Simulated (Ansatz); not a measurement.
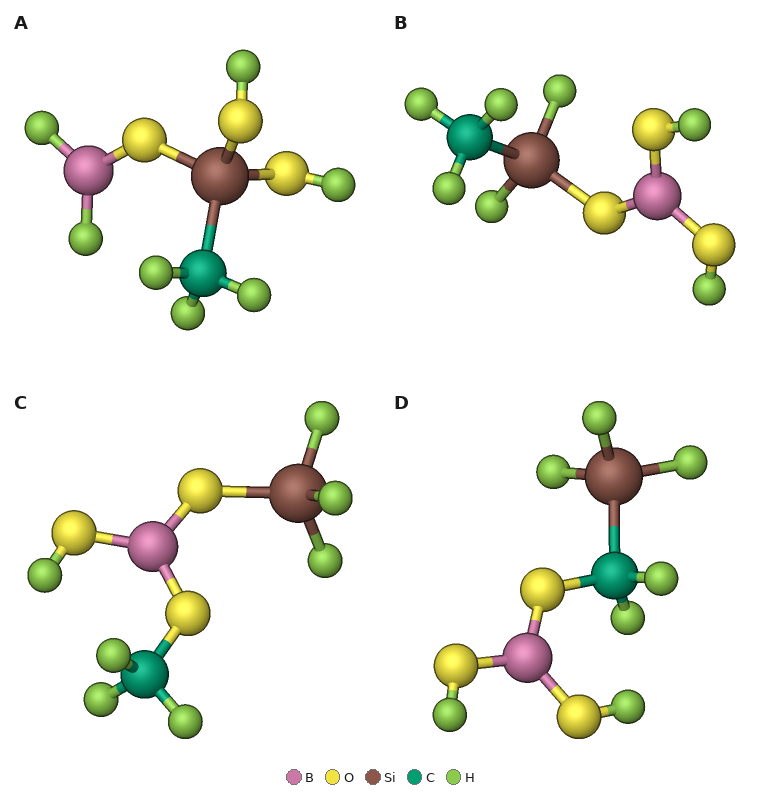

```sh
ansatz run in.yaml --threads 2 --pin off --events-out ev --progress --plain --max-ram 22528MiB --backend cuda --devices 0, --max-vram 18GiB
```

```yaml
crystal:
  periodic: [false, false, false]
  atoms:
    - {symbol: B, position_ang: [-1.934228, -0.408873, 1.135652]}
    - {symbol: O, position_ang: [-1.295118, 0.434026, 0.305703]}
    - {symbol: Si, position_ang: [0.143781, 0.370386, -0.500420]}
    - {symbol: C, position_ang: [1.463304, -0.494951, 0.453562]}
    - {symbol: O, position_ang: [-0.252047, -0.384725, -1.899708]}
    - {symbol: O, position_ang: [0.660403, 1.900811, -0.745097]}
    - {symbol: H, position_ang: [-1.415951, -1.442326, 1.473944]}
    - {symbol: H, position_ang: [-3.022682, -0.098175, 1.532593]}
    - {symbol: H, position_ang: [2.398605, -0.512269, -0.111195]}
    - {symbol: H, position_ang: [1.174979, -1.525863, 0.667828]}
    - {symbol: H, position_ang: [1.654842, 0.014818, 1.400130]}
    - {symbol: H, position_ang: [0.411016, -0.416235, -2.590033]}
    - {symbol: H, position_ang: [0.033496, 2.528676, -1.108159]}
basis:
  gaussian: {orbitals: def2-TZVPP}
hamiltonian: {xc: {name: B3LYP}, dispersion: d4}
output: {forces: true, orbitals: {seedname: orbitals}}
```

> Which panel shows the molecule in this file?

A. The file holds CH7BO3Si, `BO[Si](C)(O)O`.
